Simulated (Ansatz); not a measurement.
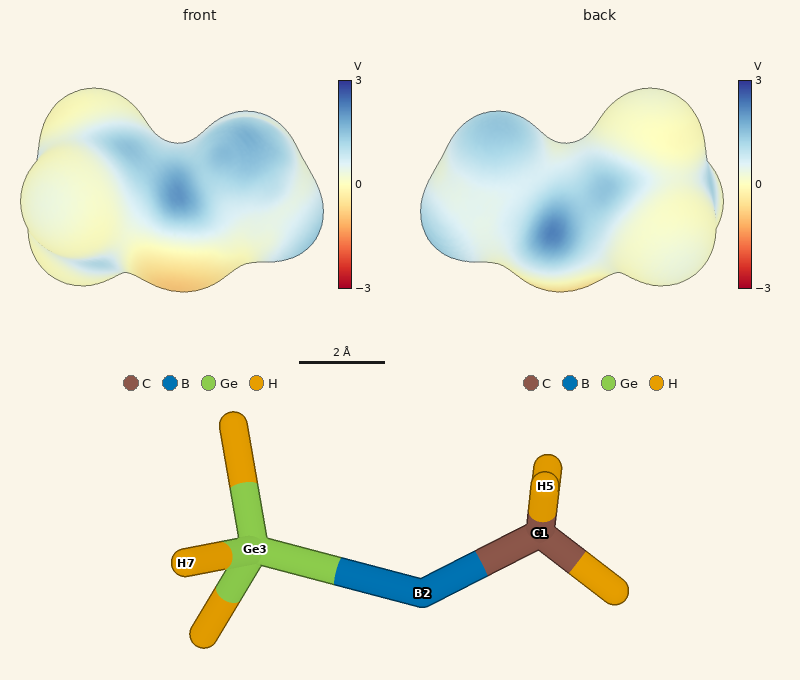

Figure 1: CH6BGe (SMILES C[B][GeH3]) (doublet). The electrostatic potential painted on the density surface at 0.004 e/bohr³, seen from the front and from behind; the colour scale runs from red (negative) to blue (positive). The bare structure is drawn below in the same view.

Geometry: PBE0-D4/def2-TZVP.

Method: UKS PBE0-D4/def2-TZVPP in Ansatz.

```yaml
atoms:
  - { symbol: C, position_ang: [-0.7988, 1.1072, -0.9984] }
  - { symbol: B, position_ang: [-0.0868, -0.2196, -0.7110] }
  - { symbol: Ge, position_ang: [0.7513, -1.1311, 0.9123] }
  - { symbol: H, position_ang: [-1.3784, 1.1370, -1.9242] }
  - { symbol: H, position_ang: [0.0289, 1.8270, -1.1230] }
  - { symbol: H, position_ang: [-1.4055, 1.4883, -0.1688] }
  - { symbol: H, position_ang: [2.2502, -1.3581, 0.6430] }
  - { symbol: H, position_ang: [0.1003, -2.5151, 1.0910] }
  - { symbol: H, position_ang: [0.6273, -0.3820, 2.2619] }
```

**Describe the electrostatic potential map.**

The most negative region (about −0.8 V, or −18 kcal/mol for a unit charge) lies over C1, the most positive (about +2.1 V, or +48 kcal/mol for a unit charge) over B2.
